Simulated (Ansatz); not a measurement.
**SO2F2 (sulfuryl fluoride): levels of theory compared**

Wanted: a comparison of 5 runs (HF/3-21G, HF/def2-SVP, B3LYP/STO-3G, B3LYP/6-31G*) of SO2F2 (sulfuryl fluoride). 

The results are computed with Ansatz 0.2.0.

6 further runs of the same task are left out: 1 for a known fault of the program, 2 that didn't finish, 3 set aside as unsound or not needed.

## 1. The molecule

SO2F2: 5 atoms, total charge 0, spin state singlet. SMILES: `O=S(=O)(F)F`. Geometry: relaxed at PBE0-D4/def2-TZVP.

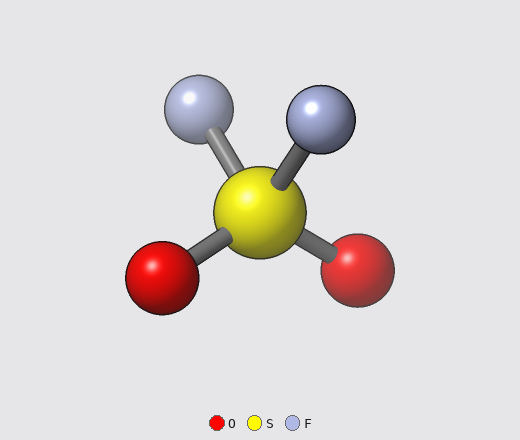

The structure, seen from a chosen angle (oxygen red, sulfur yellow, fluorine light blue).

## 2. Energy and forces at HF/3-21G (run 1)

File molecule.yaml:

```yaml
crystal:
  periodic: [false, false, false]
  atoms:
    - {symbol: O, position_ang: [-0.388200, -0.151100, 1.421700]}
    - {symbol: S, position_ang: [0.070900, -0.096900, 0.095900]}
    - {symbol: O, position_ang: [1.129600, -0.862200, -0.418700]}
    - {symbol: F, position_ang: [-1.140900, -0.267600, -0.837400]}
    - {symbol: F, position_ang: [0.328600, 1.377800, -0.261400]}
basis:
  gaussian:
    orbitals: 3-21G.json
output:
  forces: true
  orbitals: {seedname: orbitals}
hamiltonian:
  xc: hf
accuracy: high
```

The basis set 3-21G is read from a file made from the Basis Set Exchange's data (not shown).

Command:

```
ansatz run molecule.yaml --threads 1 --pin off --max-ram 2610MiB --events-out events.jsonl --progress --plain --runs-dir runs
```

The program printed:

```text
Warning: RAYON_NUM_THREADS=1 ignored (pool sized by the plan → 1); use --threads N
Functional definition: HF
  name "HF"
  exchange = exact_x
  correlation = 0
1034 factors; integrals over basis functions are off by at most 2.8e-9 eV
mean field evaluation 1: about -20182.3271 eV, gradient 5.5e1 eV
mean field evaluation 2: about -20182.7213 eV, gradient 5.6e1 eV
mean field evaluation 4: about -20189.3900 eV, gradient 4.1e0 eV
mean field evaluation 8: about -20189.4588 eV, gradient 5.3e-1 eV
mean field evaluation 16: about -20189.4599 eV, gradient 1.3e-7 eV
mean field -20189.45989488 eV, -741.9489662293 hartree, gradient 7.2e-9 eV, S^2 0.000000; 0 other end points of the search recorded, 0 dependent functions left out
the calculation of the forces begins
reference -20189.45989488 eV, -741.9489662293 hartree; 25, 25 occupied and 24, 24 virtual orbitals, 1034 factors
Total energy: -20189.45989488 eV, -741.9489662293 hartree
Atom 0 at    -0.388200    -0.151100     1.421700 Å, force    -3.028369    -0.349946     8.725097 eV/Å
Atom 1 at     0.070900    -0.096900     0.095900 Å, force    -1.683807     2.302631    -2.272671 eV/Å
Atom 2 at     1.129600    -0.862200    -0.418700 Å, force     6.970689    -5.035823    -3.397918 eV/Å
Atom 3 at    -1.140900    -0.267600    -0.837400 Å, force    -2.704723    -0.221458    -2.145610 eV/Å
Atom 4 at     0.328600     1.377800    -0.261400 Å, force     0.446210     3.304596    -0.908898 eV/Å
Dipole moment:    -0.101727     0.139016    -0.137703 e Å
```

Wall time 0.72 s (1 thread of Arm Neoverse V2, shared host); peak memory 0.11 GiB.

## 3. Energy and gradient at HF/def2-SVP (run 2)

molecule.yaml, as its differences from that of step 2:

```diff
@@ -1 +1,4 @@
+basis:
+  gaussian:
+    orbitals: def2-SVP
 crystal:
@@ -8,5 +11,5 @@
     - {symbol: F, position_ang: [0.328600, 1.377800, -0.261400]}
-basis:
-  gaussian:
-    orbitals: 3-21G.json
+hamiltonian:
+  xc: hf
+accuracy: high
 output:
@@ -14,4 +17 @@
   orbitals: {seedname: orbitals}
-hamiltonian:
-  xc: hf
-accuracy: high
```

Command:

```
ansatz run molecule.yaml --threads 1 --pin off --max-ram 2610MiB --events-out events.jsonl --progress --plain --runs-dir runs
```

The program printed (excerpt; [...] marks lines left out):

```text
Warning: RAYON_NUM_THREADS=1 ignored (pool sized by the plan → 1); use --threads N
[... 2 set-up lines as earlier in the session ...]
[...]
1506 factors; integrals over basis functions are off by at most 3.1e-9 eV
[...]
mean field -20289.02947224 eV, -745.6080807066 hartree, gradient 2.0e-8 eV, S^2 0.000000; 0 other end points of the search recorded, 0 dependent functions left out
[...]
reference -20289.02947224 eV, -745.6080807066 hartree; 25, 25 occupied and 49, 49 virtual orbitals, 1506 factors
Total energy: -20289.02947224 eV, -745.6080807066 hartree
Atom 0 at    -0.388200    -0.151100     1.421700 Å, force     0.274724     0.079630    -0.926630 eV/Å
Atom 1 at     0.070900    -0.096900     0.095900 Å, force     0.294470    -0.402170     0.402983 eV/Å
Atom 2 at     1.129600    -0.862200    -0.418700 Å, force    -0.735456     0.551888     0.298771 eV/Å
Atom 3 at    -1.140900    -0.267600    -0.837400 Å, force     0.277587     0.103589     0.188006 eV/Å
Atom 4 at     0.328600     1.377800    -0.261400 Å, force    -0.111326    -0.332937     0.036869 eV/Å
Dipole moment:    -0.108181     0.147823    -0.146448 e Å
```

Wall time 2 s (1 thread of Arm Neoverse V2, shared host); peak memory 0.18 GiB.

Runs 3 to 4 aren't shown in full; the table further down has their settings and results.

## 4. Energy and gradient at B3LYP/6-31G(d) (Cartesian functions) (run 5)

File in.yaml:

```yaml
crystal:
  periodic: [false, false, false]
  atoms:
    - {symbol: O, position_ang: [-0.388200, -0.151100, 1.421700]}
    - {symbol: S, position_ang: [0.070900, -0.096900, 0.095900]}
    - {symbol: O, position_ang: [1.129600, -0.862200, -0.418700]}
    - {symbol: F, position_ang: [-1.140900, -0.267600, -0.837400]}
    - {symbol: F, position_ang: [0.328600, 1.377800, -0.261400]}
basis:
  gaussian: {orbitals: "6-31G*"}
total_charge: 0
hamiltonian: {xc: {name: B3LYP}}
accuracy: high
output: {forces: true, orbitals: {seedname: orbitals}}
```

Command:

```
ansatz run in.yaml --threads 1 --pin off --max-ram 2610MiB --events-out events.jsonl --progress --plain --runs-dir runs
```

The program printed (excerpt; [...] marks lines left out):

```text
Warning: RAYON_NUM_THREADS=1 ignored (pool sized by the plan → 1); use --threads N
Functional definition: B3LYP
  name "B3LYP"
[...]
1608 factors; integrals over basis functions are off by at most 3.7e-9 eV
[...]
mean field -20360.45301348 eV, -748.2328474346 hartree, gradient 6.9e-8 eV, S^2 0.000000; 0 other end points of the search recorded, 0 dependent functions left out
[...]
reference -20360.45303934 eV, -748.2328483850 hartree; 25, 25 occupied and 54, 54 virtual orbitals, 1608 factors
Total energy: -20360.45303934 eV, -748.2328483850 hartree
Atom 0 at    -0.388200    -0.151100     1.421700 Å, force    -0.777914    -0.089002     2.239640 eV/Å
Atom 1 at     0.070900    -0.096900     0.095900 Å, force     0.122437    -0.166938     0.170281 eV/Å
Atom 2 at     1.129600    -0.862200    -0.418700 Å, force     1.790808    -1.293480    -0.874249 eV/Å
Atom 3 at    -1.140900    -0.267600    -0.837400 Å, force    -1.405309    -0.162601    -1.096790 eV/Å
Atom 4 at     0.328600     1.377800    -0.261400 Å, force     0.269978     1.712021    -0.438882 eV/Å
Dipole moment:    -0.113733     0.155407    -0.153935 e Å
```

Wall time 6.9 s (1 thread of Arm Neoverse V2, shared host); peak memory 0.24 GiB.

## 5. Overview of the runs

| run | level | Cartesian functions | energy (Eh) | dipole moment (D) | HOMO energy (eV) | LUMO energy (eV) | wall time |
| --- | --- | --- | --- | --- | --- | --- | --- |
| 1 | HF/3-21G | no | -741.948966 | 1.06 | -15.04 | 4.67 | 0.72 s |
| 2 | HF/def2-SVP | no | -745.608081 | 1.13 | -15.14 | 5.65 | 2 s |
| 3 | B3LYP/STO-3G | no | -738.440025 | 1.16 | -4.56 | 4.91 | 2.3 s |
| 4 | B3LYP/6-31G* (spherical functions) | no | -748.225301 | 1.18 | -9.96 | 0.14 | 6.6 s |
| 5 | B3LYP/6-31G* (Cartesian functions) | yes | -748.232848 | 1.18 | -9.98 | 0.13 | 6.9 s |

## 6. Results

| quantity | value |
| --- | --- |
| run 5: total energy | -748.23285 Eh |
| run 5: dipole moment | 1.18 D |
| run 5: HOMO energy | -9.98 eV |
| run 5: LUMO energy | 0.13 eV |
| run 5: HOMO–LUMO gap | 10.11 eV |
| run 5: largest force on an atom | 2.376 eV/Å |

The dipole moment (its size) runs from 1.06 D (HF/3-21G) to 1.18 D (B3LYP/6-31G*). The two ends differ in method and basis. The HOMO–LUMO gap runs from 9.47 eV (B3LYP/STO-3G) to 20.79 eV (HF/def2-SVP). In run 3 the basis is minimal, so the values are rough. All runs together took 18 s, the longest 6.9 s.
